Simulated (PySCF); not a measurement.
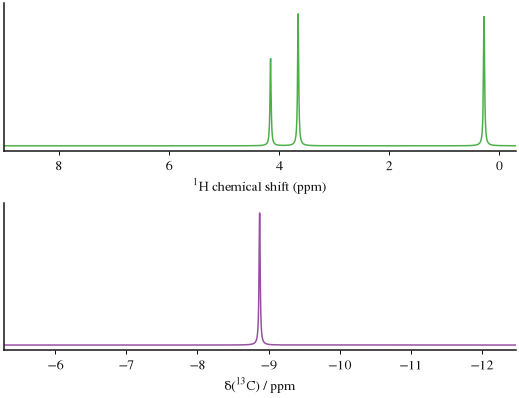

GIAO shifts, PBE0/IGLO-III with PySCF, at a PBE0-D3(BJ)/def2-SVP geometry (no frequency check), against TMS for ¹H and TMS for ¹³C computed at the same level. Gas phase, fully decoupled, line heights follow the number of nuclei, widths are arbitrary (no quadrupolar broadening); values of one conformer, averaged over methyl-type rotors and exact or near symmetry.

**Which structure fits the spectrum?**
A. C₃H₉NSi, SMILES CC(C)=N[SiH3]
B. C₃H₁₀Si₂, SMILES C/C([SiH3])=C\[SiH3]
C. CH₈Si₂, SMILES C[SiH2][SiH3]
D. C₂H₇ClSi₂, SMILES [SiH3]/C=C(/[SiH3])Cl

C. Its ¹H signals: 4.15 (2 H), 3.65 (3 H), 0.27 (3 H) ppm. Its ¹³C signals: −8.9 (1 C) ppm.
